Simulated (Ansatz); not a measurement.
**C₂H₈InNO₂ (SMILES C[N](C)[In]([OH])[OH]): density, localisation and related maps**

The calculation's input:

```
crystal:
  periodic: [false, false, false]
  atoms:
    - {symbol: C, position_ang: [-0.399307, -1.164214, 1.225440]}
    - {symbol: N, position_ang: [0.269719, -0.340053, 0.256319]}
    - {symbol: C, position_ang: [1.700744, -0.502810, 0.251966]}
    - {symbol: In, position_ang: [-0.658007, 0.995945, -0.899713]}
    - {symbol: O, position_ang: [0.411238, 2.090177, -2.150707]}
    - {symbol: O, position_ang: [-2.614922, 1.318520, -0.942448]}
    - {symbol: H, position_ang: [-0.067131, -0.945115, 2.252379]}
    - {symbol: H, position_ang: [-0.209330, -2.233796, 1.046464]}
    - {symbol: H, position_ang: [-1.482133, -1.017387, 1.194610]}
    - {symbol: H, position_ang: [2.143437, -0.250445, 1.228037]}
    - {symbol: H, position_ang: [2.168804, 0.137321, -0.498678]}
    - {symbol: H, position_ang: [1.985141, -1.542049, 0.026532]}
    - {symbol: H, position_ang: [-0.142427, 2.683790, -2.663731]}
    - {symbol: H, position_ang: [-3.105826, 0.770114, -0.326470]}
basis:
  gaussian: {orbitals: def2-TZVPP}
hamiltonian: {xc: pbe0, dispersion: d4}
output: {orbitals: {seedname: orbitals}}
```

Run with:

```sh
ansatz run in.yaml --threads 4 --pin off --events-out ev --progress --plain --max-ram 11315MiB
```

Geometry: PBE0-D4/def2-TZVP; core potentials replace the inner electrons of In.

All numbers below come from Ansatz 0.2.0, RKS PBE0-D4/def2-TZVPP.

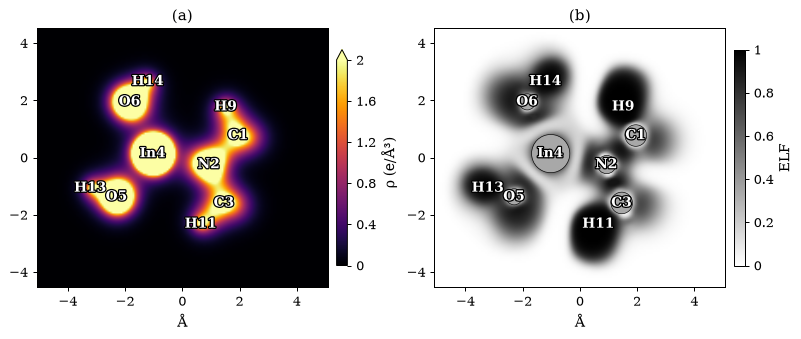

Figure 1. (a) electron density; (b) electron localisation function on the plane of atoms N2, In4 and O6. Grey discs cover the atomic cores in the ELF map.

Describe what can be read from this map.

Answer. Atoms in the plane: C, N, In, O and H.
C–N (1.44 Å): the density is about 2 e/Å³ at the midpoint; the ELF peaks at about 0.90 between the atoms (localised, covalent bonding).
In–O (1.98 Å): ρ at the midpoint is about 0.8 e/Å³; the ELF peaks at about 0.80 in the valence shell of O, 0.6 Å from its nucleus, and drops to about 0.15 between the two atoms.
In–N (2.00 Å): ρ is about 0.83 e/Å³ halfway; the ELF peaks at about 0.85 in the valence shell of N, 0.6 Å from its nucleus, and drops to about 0.15 between the two atoms.
O–H (0.96 Å): ρ at the midpoint is about 3.8 e/Å³; the ELF climbs to about 1 towards the hydrogen, as it does in any bond to H; a covalent bond by its length.
C–H (1.09 Å): the density is about 2 e/Å³ at the midpoint; the ELF climbs to about 1 towards the hydrogen; a covalent bond by its length.
The ELF also peaks beside O5 and O6, away from the bonds: lone-pair regions.

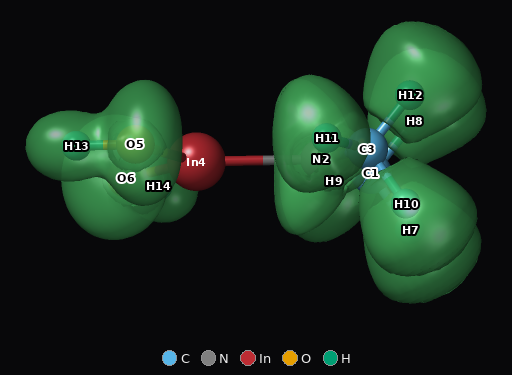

Figure 2. Isosurface of the electron localisation function at 0.75 (green), seen from one side. Only the valence region is drawn (cores and ρ < 0.01 e/Å³ removed).

Describe the localisation domains.

Answer. At this value the surface marks out six regions around hydrogen nuclei, one region on N in which the atom's valence shell and bonds are merged and two joined regions spread over several atoms (H, O), in which their bonds and any lone pairs are merged.

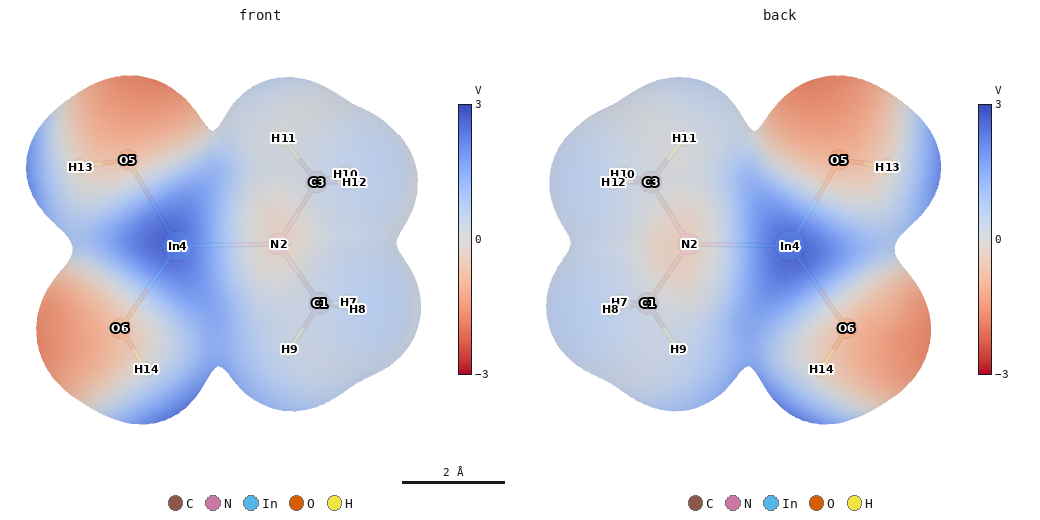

Figure 3. The molecular electrostatic potential painted on the density surface at 0.002 e/bohr³, seen from the front and from behind; the colour scale runs from red (negative) to blue (positive).

Where is the surface potential most negative and most positive?

Answer. The most negative region (about −1.7 V) lies over O5, the most positive (about +2.6 V) over In4. O5 is the likeliest acceptor of a hydrogen bond.
